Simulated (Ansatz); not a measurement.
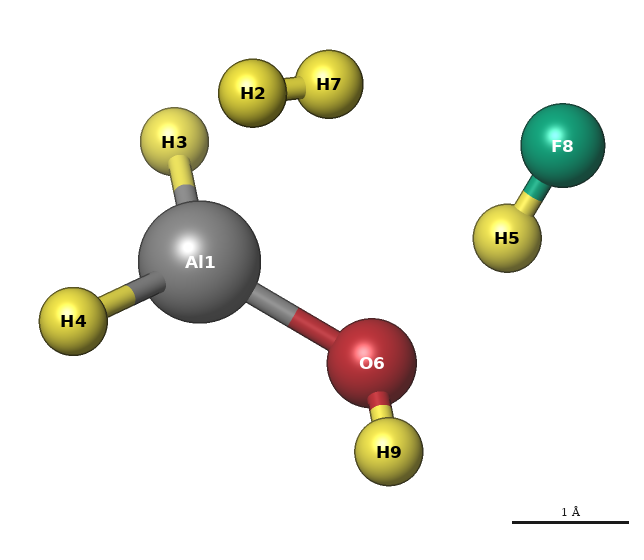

The geometry was computed by an optimisation with PBE0-D4/def2-TZVP.

Which hydrogen bonds does the structure hold? Count O, N, F, S and Cl donors.

| D–H···A | D–H (Å) | H···A (Å) | angle (°) | kind |
| --- | --- | --- | --- | --- |
| F8–H5···O6 | 0.95 | 1.60 | 162 | intermolecular |
